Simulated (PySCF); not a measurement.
# C3H10OSi, SMILES `C[Si](C)(C)O`: electronic structure

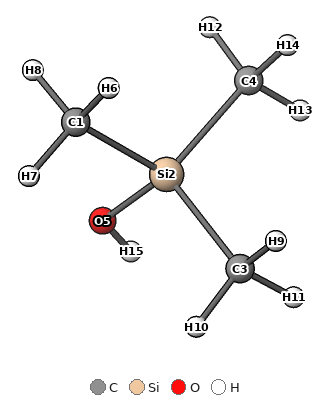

The molecule, with its atoms numbered as below. No frequency check shows the geometry to be a minimum.

Cartesian coordinates (Å):

```
C1      -1.7638    0.0546    0.6757
Si2     -0.0059    0.0008   -0.0381
C3       0.9095   -1.5900    0.4812
C4       1.0234    1.5109    0.5082
O5      -0.2539    0.0259   -1.6587
H6      -1.7520    0.0512    1.7608
H7      -2.3426   -0.8026    0.3477
H8      -2.2892    0.9471    0.3521
H9       0.9682   -1.6850    1.5603
H10      0.4021   -2.4729    0.1036
H11      1.9270   -1.6100    0.0998
H12      0.5577    2.4382    0.1879
H13      2.0249    1.4865    0.0867
H14      1.1289    1.5551    1.5869
H15      0.4747    0.0207   -2.2735
```

Part 1: Bonding charge

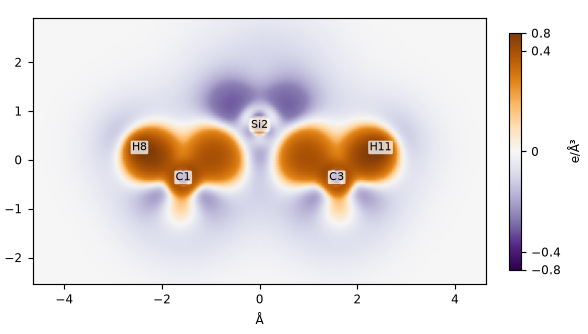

Deformation density (molecule less spherical, spin-averaged free atoms) in the plane of C1, Si2, C3, H8 and H11; colour scale in e/Å³, logarithmic beyond ±0.1; orange: gain, purple: loss.

Computed with PySCF, B3LYP/6-311G**, geometry: GFN2-xTB.

> How much density has each bond in this plane gained at its critical point, relative to the free atoms?

C1–H8: +0.65 e/Å³ at the bond critical point (bond length 1.08 Å, Mayer order 1.0). C3–H11: +0.63 e/Å³ at the bond critical point (bond length 1.09 Å, Mayer order 1.0). C1–Si2: +0.18 e/Å³ at the bond critical point (bond length 1.90 Å, Mayer order 0.9). Si2–C3: +0.17 e/Å³ at the bond critical point (bond length 1.91 Å, Mayer order 0.9). In all, 3.2 electrons gather in the regions of gain relative to the promolecule.

> Where do the Hirshfeld charges lie?

The highest Hirshfeld charge is on Si2 (+0.47 e), the lowest on O5 (−0.31 e).

Part 2: Bond critical points

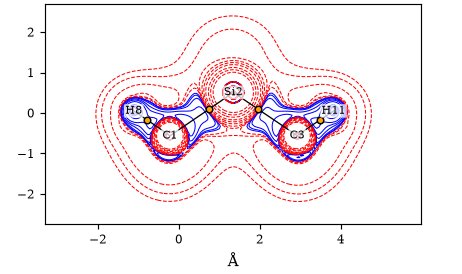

Negative Laplacian of the density (−∇²ρ) in the plane of C1, Si2, C3, H8 and H11 (solid blue lines positive, dashed red lines negative, contours at ±0.02 to ±8 a.u.), with bond paths and bond critical points (dots).

> Sort the bonds in the plane by the sign of ∇²ρ at their critical points.

Concentrated (∇²ρ < 0): C1–H8 (−0.89 a.u.); C3–H11 (−0.88 a.u.). Depleted (∇²ρ > 0): C1–Si2 (+0.18 a.u., H = −0.077); Si2–C3 (+0.18 a.u., H = −0.074). A positive Laplacian with clearly negative H marks a strongly polar covalent bond, whose critical point lies close to the core of the less electronegative atom.

> Where along C1–H8 does the critical point lie?

0.69 Å from C1 and 0.40 Å from H8.

Part 3: Local ionisation energy

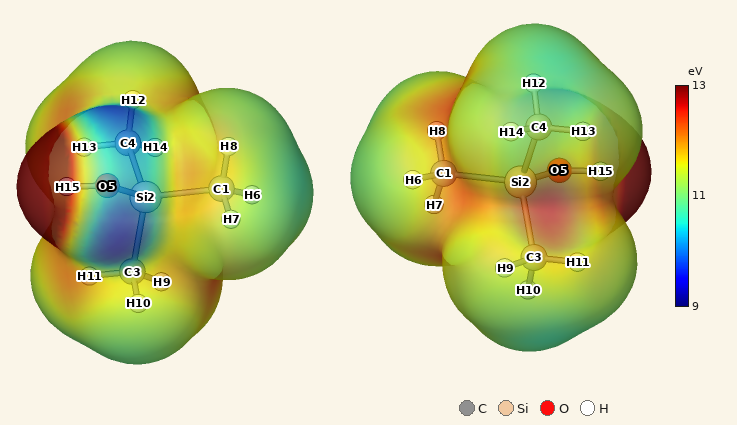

Average local ionisation energy on the surface of electron density 0.001 a.u. (back view left, front view right).

> Where are the most loosely bound electrons on this surface?

The lowest value is 9.7 eV, 1.9 Å from O5, and at like points elsewhere. Further minima include 10.6 eV, near H11 (1.86 Å), H10 (1.88 Å), H9 (1.94 Å) and C3 (2.00 Å), and at like points elsewhere. For comparison, the highest occupied orbital lies at −7.7 eV.

> What volume does the surface enclose, and what is the dipole moment?

About 141 Å³; the dipole moment is 1.3 D.

Part 4: Excited states

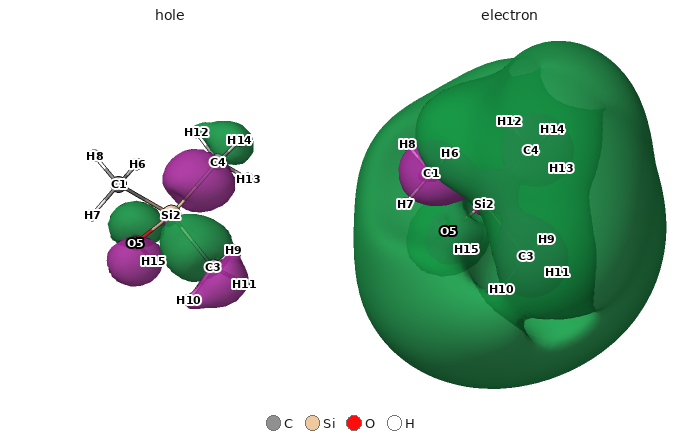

Leading natural transition orbital pair of S₁ (TDA singlet states); the surfaces enclose about 78 % of each orbital's density.

PySCF calculation, B3LYP/6-31+G*, gas phase; geometry: GFN2-xTB.

> Give its energy and the atoms that hole and electron lie on.

6.42 eV (193 nm), f = 0.058, diffuse (Rydberg-like) orbital; the leading pair carries 100 %; hole on O5 (27 %), C3 and C4 (20 % each) and Si2 (17 %), electron on H15 (19 %), Si2 (18 %) and C3 and C4 (12 % each) (atom shares of so diffuse an orbital are rough); their centroids lie 1.0 Å apart. In canonical orbitals it is mainly HOMO → LUMO (97 %). The HOMO–LUMO gap is 7.29 eV.

Part 5: Removing or adding an electron

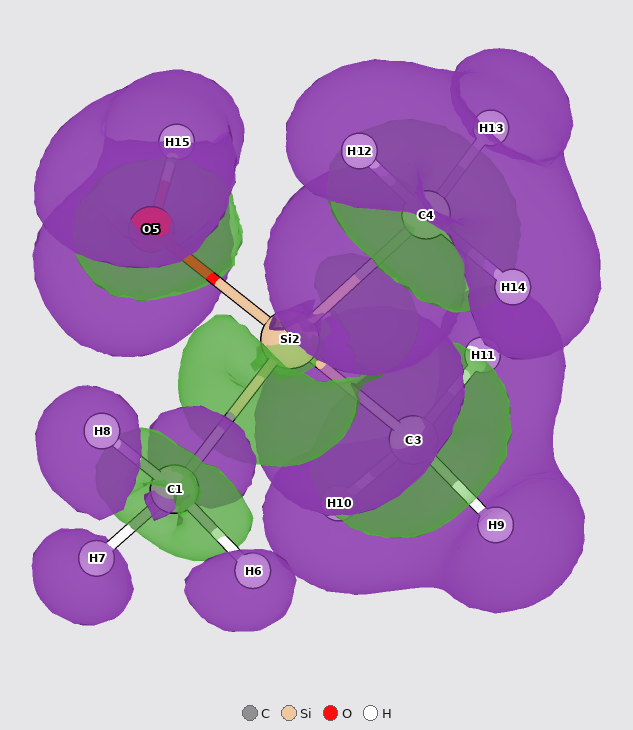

Fukui function f⁻ = ρ(N) − ρ(N−1) at fixed geometry, surfaces at ±0.015 e/Å³ (purple positive, green negative).

Computed with PySCF, PBE0/6-311+G**, geometry: GFN2-xTB.

> On which atoms does the density change most on removal of an electron?

f⁻ (Hirshfeld-condensed) is largest on O5 (0.16), C3 and C4 (0.12 each) and Si2 (0.10); the vertical ionisation energy is 9.96 eV (the stability of the cation's solution wasn't checked). Condensed values hint at sites of electrophilic attack but needn't mark the atom that reacts. Shares this close don't rank the sites. Orbital relaxation makes it negative in places (0.24 e in all).

Part 6: Localised orbitals

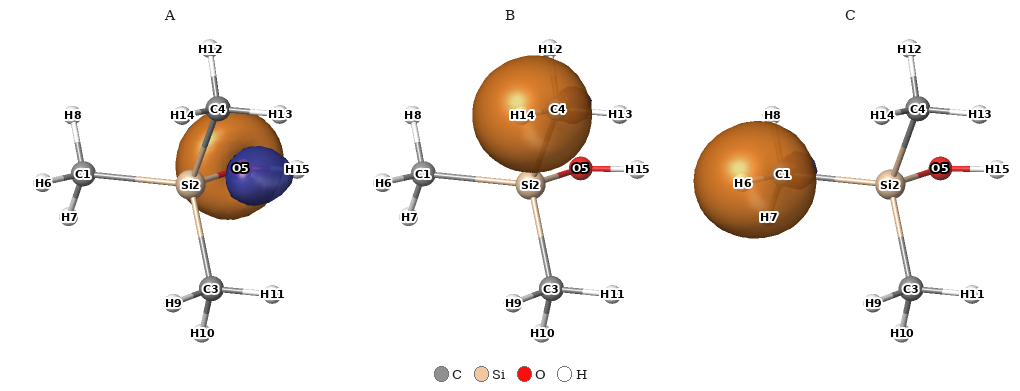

Intrinsic bond orbitals (IBO), occupied; each surface holds about 80 % of the orbital's density. Energies are diagonal elements of the Fock matrix.

Computed with PySCF, PBE0/def2-SVPD, geometry: GFN2-xTB.

> Name the orbitals, with their atomic make-up and energies.

By panel:
- A: lone pair on O5 (sp2.6-type) (O5 98 %; −12.3 eV)
- B: σ bond C4–H14 (C4 57 %, H14 42 %; −13.3 eV)
- C: σ bond C1–H6 (C1 57 %, H6 42 %; −13.2 eV)

> How do all the valence pairs divide up?

16 pairs: 14 σ bonds and 2 lone pairs.

Part 7: Stretching a bond

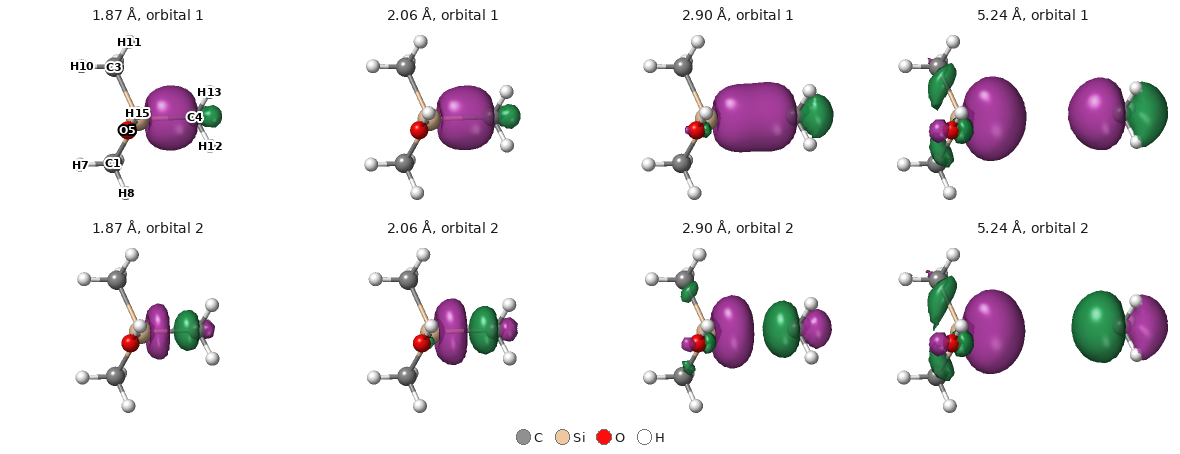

Rigid stretch of the Si2–C4 bond. The two CASSCF(2,2) natural orbitals nearest half filling (orbital 1 the more occupied).

Computed with PySCF, 6-31G* basis, geometry: GFN2-xTB.

> How do the occupations change along the stretch?

1.87 Å: 1.99 and 0.01; 2.06 Å: 1.98 and 0.02; 2.90 Å: 1.84 and 0.16; 5.24 Å: 1.06 and 0.94. At the longest distance computed (5.24 Å) they are 1.06 and 0.94, and the effective number of unpaired electrons is 2.0.

> Where does the UHF solution part from RHF?

Between 2.52 Å (⟨S²⟩ = 0, the two coincide) and 2.90 Å (⟨S²⟩ = 0.51); at 5.24 Å ⟨S²⟩ is 1.01 and UHF lies 4.4 eV below RHF.

> How much energy does the stretch cost?

By CASSCF, 3.9 eV from the lowest point of the scan (1.87 Å) to 5.24 Å; RHF gives 7.9 eV from its own lowest point. The fragments aren't relaxed and dynamic correlation is missing, so this isn't a bond dissociation energy.
